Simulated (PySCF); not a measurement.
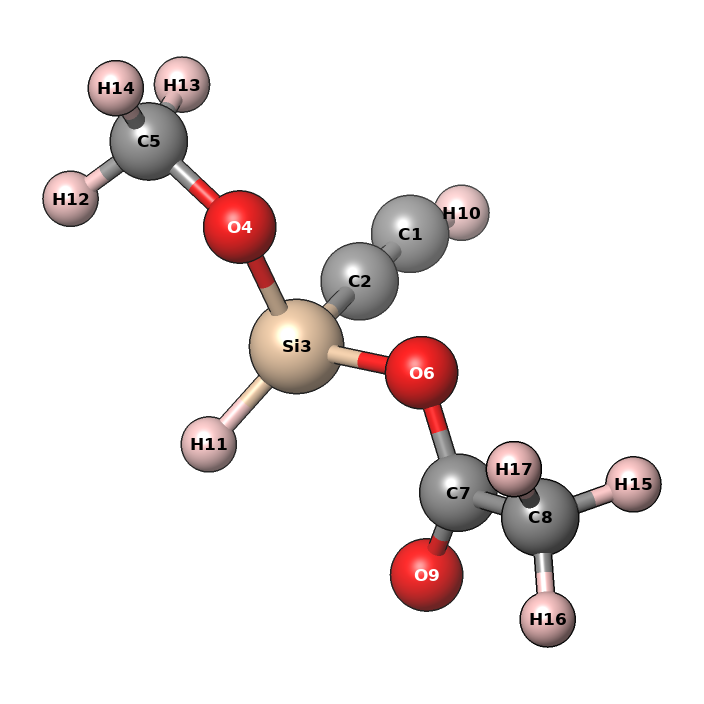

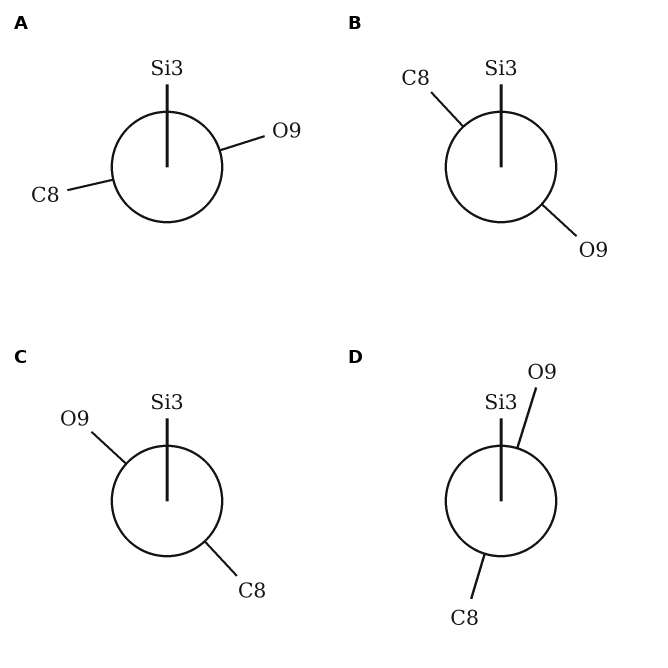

Atoms fade into the background with distance from the viewer. Bonds that would overlap in a projection are set slightly apart. Geometry: a frame of a GFN2-xTB molecular-dynamics simulation, not a minimum.

### Which Newman projection shows the view along O6–C7, with O6 in front?

D. The torsion angle Si3–O6–C7–O9 is 13°, synperiplanar (eclipsed).
